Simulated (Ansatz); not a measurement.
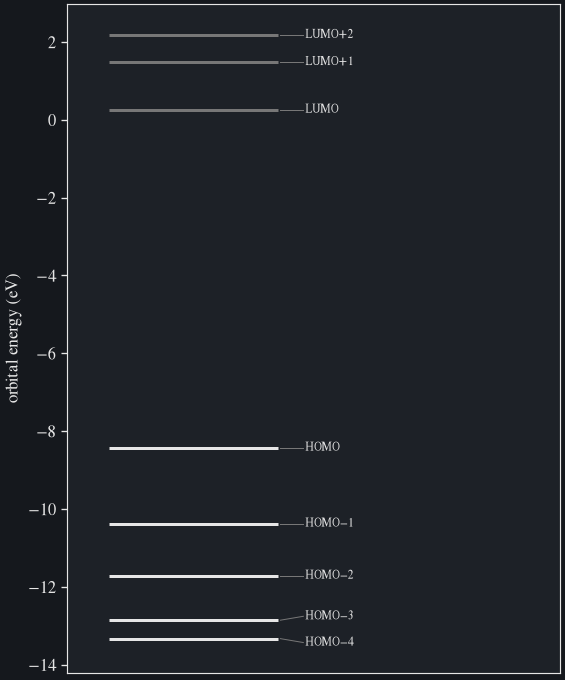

Kohn-Sham orbital energies near the frontier, ωB97M-V/def2-TZVPP in the Ansatz code 0.2.0, at a PBE0-D4/def2-TZVP geometry (a minimum by its frequencies), isolated molecule; empty levels in grey, levels within 0.03 eV side by side.

Which molecule has this level scheme?
A. C₂H₅NOSi, SMILES O=C/N=C\[SiH3]
B. CH₂AlNO₂ (imidic-acid tautomer), SMILES O[C]1=[N][Al]1[OH], singlet
C. CH₇BNP, SMILES CB(N)P

Answer. B. HOMO −8.43 eV, LUMO 0.26 eV, separation 8.69 eV.

Note: empty levels above zero depend strongly on the basis.
